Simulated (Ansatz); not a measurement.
K2NiO2 (space group I4/mmm)

```xyz
5
Lattice="-1.9583 1.9583 6.3084 1.9583 -1.9583 6.3084 1.9583 1.9583 -6.3084" Properties=species:S:1:pos:R:3 pbc="T T T"
K      0.0000     0.0000     8.2325
K      0.0000     0.0000     4.3842
Ni     0.0000     0.0000     0.0000
O      0.0000     0.0000     1.6829
O      0.0000     0.0000    10.9338
```

The volume is varied about the relaxed value V₀ at fixed cell shape. The atoms relax within the cell's symmetry.

Calculation: PBEsol (plane waves to 420 eV, PAW, scalar-relativistic; Ansatz, an electronic-structure program). k mesh 12×12×12 (Γ-centred), Fermi-Dirac smearing 0.05 eV. The energy includes the smearing's −TS. With the shape held, the modulus is that of even scaling; a crystal free to change shape is softer. K2NiO2 is run spin-polarised and with no Hubbard U. K2NiO2 was relaxed with its symmetry unable to fall. Relaxed K2NiO2 ends ferromagnetic. The magnetic order is the one the run started from; other orders were not tried. The zero of ΔE is the relaxed starting cell.

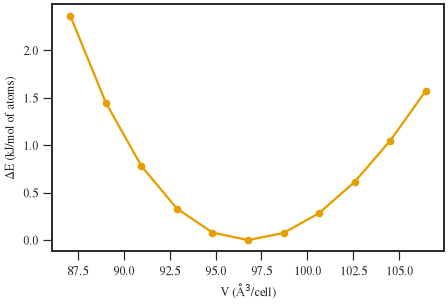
Fig. 1. ΔE (kJ/mol of atoms) against V (Å³/cell); markers are the computed points, lines only join them.

The pressure at the smallest volume comes out as 4.5 GPa. The energy cost of the largest compression is 24.5 meV/atom, the pressure for 5 % compression (fit) is 1.9 GPa and the energy cost of the largest expansion is 16.3 meV/atom. The equilibrium volume of the fit is 19.35 Å³/atom.

P = (3B₀/2)(x⁷ − x⁵)[1 + ¾(B₀′ − 4)(x² − 1)] with x = (1/0.95)^(1/3), B₀ = 32.8 GPa and B₀′ = 5.12.

(A scan under strain: stresses follow from slopes of the energy per volume, elastic moduli from its curvatures.)
